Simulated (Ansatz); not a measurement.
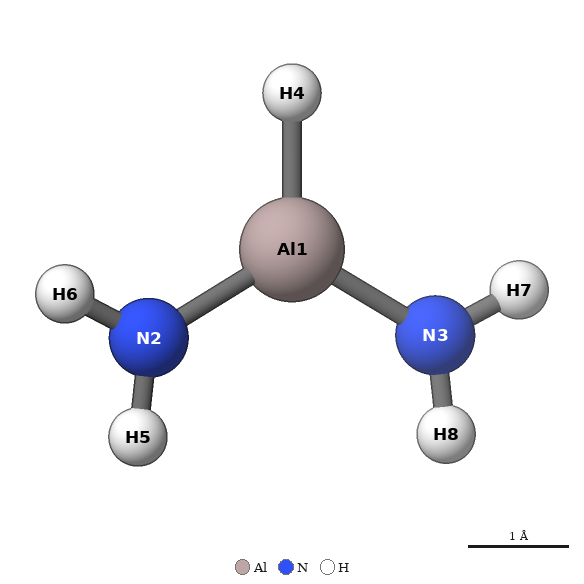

Atoms carry their numbers in the input. The computed structure is the end point of a PBE0-D4/def2-TZVP optimisation.

**What is the geometry at Al1?**

Al1 has 3 neighbours (N2 at 1.77, N3 at 1.77, H4 at 1.58 Å); the arrangement is trigonal planar.

**How are the neighbours of atom 2 arranged?**

N2 has 3 neighbours (Al1 at 1.77, H5 at 1.01, H6 at 1.01 Å); the arrangement is trigonal planar.
